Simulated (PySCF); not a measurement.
## NMR shielding calculation of C3H10OSi

System: C3H10OSi, SMILES CCCO[SiH3].
Method: GIAO PBE0/pcSseg-1 NMR shielding, non-relativistic, gas phase (PySCF 2.14.0).

The geometry comes from this level: GFN2-xTB, NEB image 1 of 0 to 8. It belongs to a series of runs on one base structure; here: NEB image 1 of 0 to 8. Figures and captions count atoms from 1; the log counts them from 0 in places.

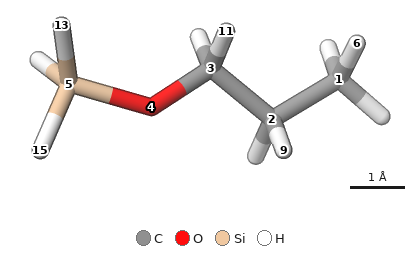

**Figure 1.** The structure as given in the input (stick view, seen at a tilt; atoms are numbered from 1 in the order of the input).

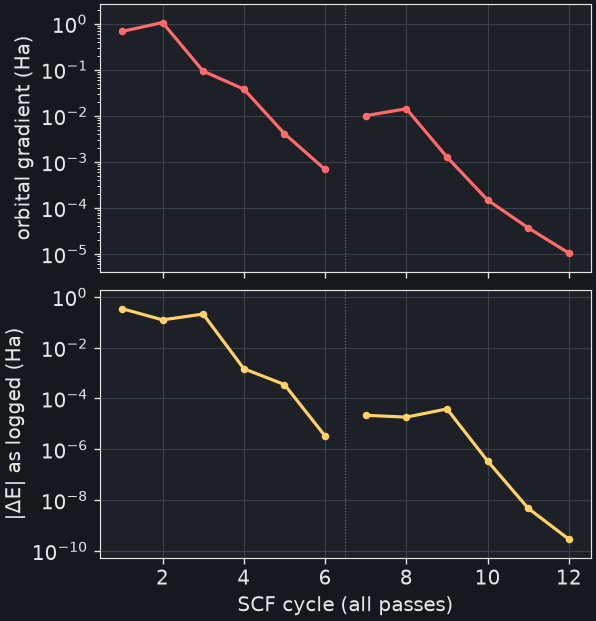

**Figure 2.** Convergence of the self-consistent field: orbital gradient and size of the energy change against the SCF cycle. The dotted line marks the change from a coarse to the final integration grid. The first 6 cycles use a coarse grid, the final grid takes over at cycle 7, and the field converges after 12 cycles in all.

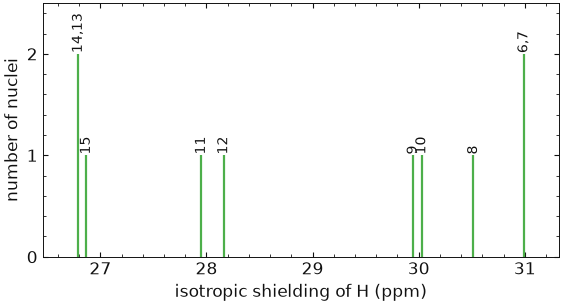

**Figure 3.** Isotropic shieldings of the hydrogen nuclei in this fixed geometry, labelled by atom number; shielding grows to the right, so chemical shift grows to the left. The least shielded is H14 (26.8 ppm), the most shielded H7 (31.0 ppm).

The input and output of the run follow.

Input
```
{"job": {"kind": "nmr", "xc": "PBE0", "basis": "pcSseg-1", "pop": false}, "charge": 0, "multiplicity": 1}
C     -2.400500    -0.080000     0.550300
C     -1.143700     0.571100    -0.010500
C      0.112700    -0.214100     0.355800
O      1.239000     0.422500    -0.173100
Si     2.767900    -0.082200    -0.324000
H     -2.358500    -0.121500     1.636000
H     -2.505400    -1.094900     0.174300
H     -3.282500     0.485900     0.261800
H     -1.044900     1.587300     0.373700
H     -1.209800     0.634400    -1.097400
H      0.209000    -0.274300     1.448100
H      0.036800    -1.238600    -0.031600
H      3.361400    -0.442500     0.968500
H      2.862000    -1.260700    -1.193900
H      3.352100     1.115400    -0.902400
```

The first line tells a small driver script what to run in PySCF; the rest is the geometry in Å.

Launched with:
```bash
OMP_NUM_THREADS=1 python <driver script> task.json out
```

Output
```
coarse grid: 12168 points
cycle   1  E = -484.5537494527  dE =  3.452e-01  |g| = 6.785e-01  |ddm| = 3.204e+00
cycle   2  E = -484.4291956936  dE =  1.246e-01  |g| = 1.060e+00  |ddm| = 1.523e+00
cycle   3  E = -484.6398389997  dE = -2.106e-01  |g| = 9.346e-02  |ddm| = 1.071e+00
cycle   4  E = -484.6413271185  dE = -1.488e-03  |g| = 3.816e-02  |ddm| = 9.210e-02
cycle   5  E = -484.6416808574  dE = -3.537e-04  |g| = 4.126e-03  |ddm| = 3.182e-02
cycle   6  E = -484.6416841916  dE = -3.334e-06  |g| = 6.888e-04  |ddm| = 3.540e-03
final grid: 110480 points
cycle   7  E = -484.6818629233  dE = -2.188e-05  |g| = 1.013e-02  |ddm| = 1.937e-02
cycle   8  E = -484.6818444936  dE =  1.843e-05  |g| = 1.427e-02  |ddm| = 1.627e-02
cycle   9  E = -484.6818833410  dE = -3.885e-05  |g| = 1.278e-03  |ddm| = 1.007e-02
cycle  10  E = -484.6818836852  dE = -3.442e-07  |g| = 1.491e-04  |ddm| = 1.196e-03
cycle  11  E = -484.6818836899  dE = -4.720e-09  |g| = 3.718e-05  |ddm| = 1.632e-04
cycle  12  E = -484.6818836902  dE = -2.879e-10  |g| = 1.054e-05  |ddm| = 4.252e-05
converged SCF energy = -484.6818836902

GIAO shielding tensors (ppm)
atom      isotropic    diamagn.    paramagn.     s11        s22        s33       span
  0 C      175.817     246.796     -70.979    168.844    170.028    188.580     19.736
  1 C      156.452     247.096     -90.644    139.104    158.955    171.297     32.193
  2 C      115.718     244.995    -129.277     82.419    103.265    161.470     79.051
  3 O      318.957     397.623     -78.666    284.419    331.057    341.395     56.976
  4 Si     389.033     880.208    -491.175    343.505    347.778    475.816    132.310
  5 H       30.969      29.241       1.729     26.699     29.045     37.165     10.466
  6 H       31.010      29.603       1.407     26.690     29.212     37.129     10.439
  7 H       30.516      27.672       2.844     26.069     27.800     37.680     11.611
  8 H       29.946      31.171      -1.225     25.681     29.589     34.569      8.888
  9 H       30.028      31.542      -1.515     25.774     29.722     34.588      8.814
 10 H       27.951      31.483      -3.532     23.226     28.955     31.671      8.445
 11 H       28.161      32.128      -3.967     23.443     29.307     31.732      8.288
 12 H       26.797      29.193      -2.395     23.653     24.991     31.748      8.095
 13 H       26.785      29.482      -2.697     23.561     25.150     31.644      8.084
 14 H       26.867      29.458      -2.591     23.102     25.277     32.222      9.120
```

Key numbers

```json
{"quantity": "outcome", "value": "converged"}
{"quantity": "total energy", "value": "−484.681884 hartree"}
{"quantity": "HOMO", "value": "−8.01 eV"}
{"quantity": "LUMO", "value": "0.52 eV"}
{"quantity": "dipole moment", "value": "1.09 D"}
{"quantity": "isotropic shielding, C", "value": "115.7 to 175.8 ppm"}
{"quantity": "isotropic shielding, O", "value": "319.0 ppm"}
{"quantity": "isotropic shielding, Si", "value": "389.0 ppm"}
{"quantity": "isotropic shielding, H", "value": "26.8 to 31.0 ppm"}
{"quantity": "hardware", "value": "1 CPU thread, shared host"}
{"quantity": "wall time", "value": "9.3 s"}
{"quantity": "peak memory", "value": "0.72 GiB"}
```
